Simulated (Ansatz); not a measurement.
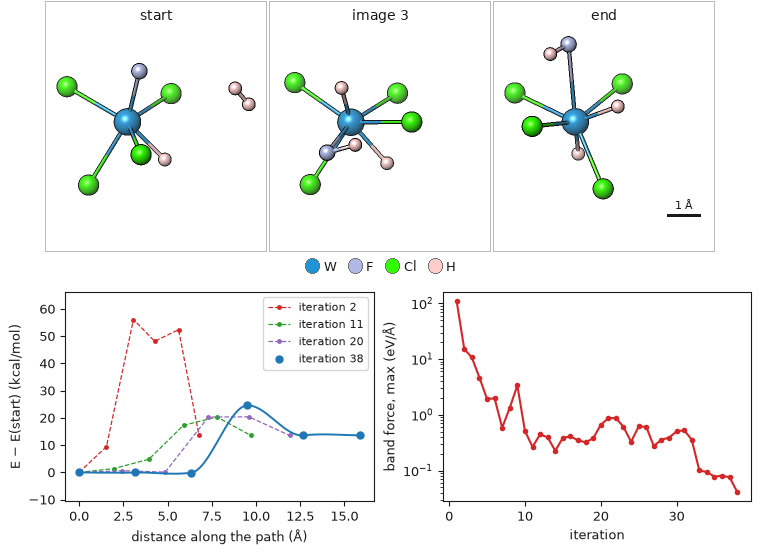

NEB run on WH3Cl4F, made up at the start of WHCl4F and H₂. Images are numbered from 0 (start) to 5 (end). The plot follows the band through its iterations. Style: ball-and-stick. Shown at a tilt.

Method: RKS B3LYP-D4/def2-SVP in Ansatz 0.2.0. Settings: 4 movable images; no climbing image; force threshold 0.05 eV/Å; iteration limit 60; starting path through a guess of the saddle point.

> Did the band converge, and can the barrier be trusted?

The run is converged, with reservations. The band converged in 38 iterations. The largest component of the band force went from 110 to 0.041 eV/Å. No image climbed, so the highest image needn't lie on the saddle point, and the true maximum along this path can be higher. The first iteration put the highest image at 328.3 kcal/mol. The highest point, image 3, lies 24.6 kcal/mol above the start and 11.0 kcal/mol above the end; the end is at +13.6 kcal/mol relative to the start. Image 2 lies below both ends, at −0.1 kcal/mol, which points to an intermediate minimum that so few images don't resolve.

Limits of the set-up: the start holds two separate molecules, 3.0 Å apart at their closest, whose relative position is a soft coordinate.

Cost: 3.2 min on 4 threads of AMD EPYC 9R45 96-Core Processor (Zen 5), with other jobs on the host, peak memory 0.45 GiB.
